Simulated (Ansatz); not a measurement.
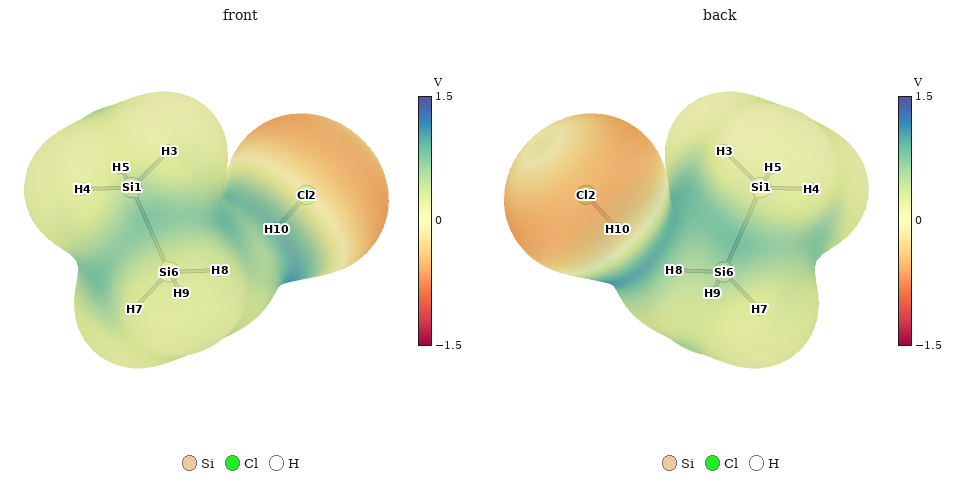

Figure. H₆Si₂···HCl. The electrostatic potential painted on the density surface at 0.001 e/bohr³, seen from the front and from behind; red is negative and blue positive.

The calculation used RKS B3LYP/6-31G* (Ansatz 0.2.0).

```xyz
10

Si   -0.5109    0.2064   -0.7689
Cl    0.2615   -1.0615    4.0810
H     0.5194    1.1197   -0.2043
H    -0.8312    0.6458   -2.1535
H     0.0489   -1.1711   -0.8228
Si   -2.4487    0.2449    0.5613
H    -3.4835   -0.6892    0.0426
H    -2.1281   -0.1780    1.9590
H    -3.0317    1.6117    0.6349
H    -0.7622   -0.7287    3.3651
```

Which sites attract a positive test charge, and which a negative one?

A positive charge is drawn to the negative regions and a negative charge to the positive ones. The most negative region (about −0.6 V, or −14 kcal/mol for a unit charge) lies over Cl2, the most positive (about +1.0 V, or +23 kcal/mol for a unit charge) over H10.
